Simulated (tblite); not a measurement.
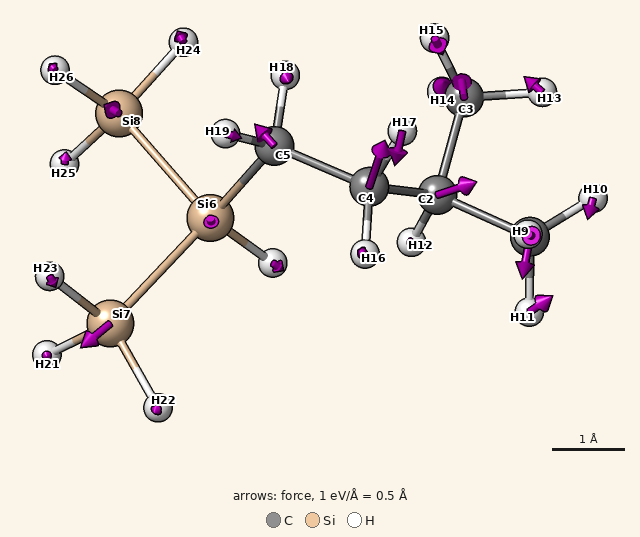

Starting geometry of C5H18Si3 with the computed forces as purple arrows. A ball-and-stick model, seen at a tilt.

Theory: GFN2-xTB geometry optimisation, gas phase (tblite). 

Q: What follows when this structure is relaxed?

A: It isn't relaxed: the largest force vector, on a C atom, is 1.94 eV/Å. The final displacements have little in common with the starting forces (cosine between the two patterns 0.10). The atom that moves furthest after the best rigid fit is an H atom (1.72 Å). By element the largest moves are H 1.72 Å, Si 1.03 Å, C 0.71 Å. Among the contacts that change: Si–Si 2.229 → 2.325 Å, C–Si 1.868 → 1.919 Å, C–H 1.140 → 1.095 Å, H–Si 1.450 → 1.483 Å. Bond angles that change, for instance: Si–Si–Si 106.0° → 116.3°, Si–Si–H 106.4° → 114.7°, C–Si–H 114.0° → 106.2°. Groups turn about C–C by about 50°, C–C by about 45°, C–Si by about 40°. The energy falls by 105.4 kJ/mol in 265 geometry steps.
